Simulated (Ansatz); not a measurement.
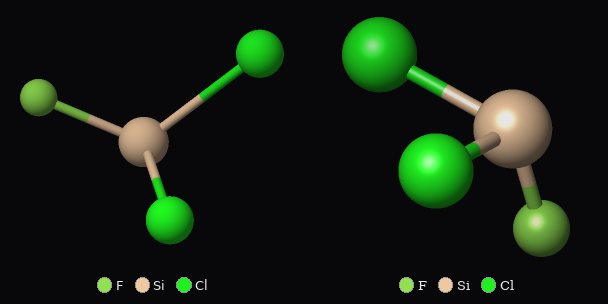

Figure made from data computed with Ansatz.

Both panels show the same species.

State: neutral, doublet. Geometry: moved along internal coordinates away from the minimum.

Description:

The molecule is SiCl₂F. As SMILES it reads `F[Si](Cl)Cl`. It is an open-shell species. Coordination: 1 Si trigonal pyramidal.
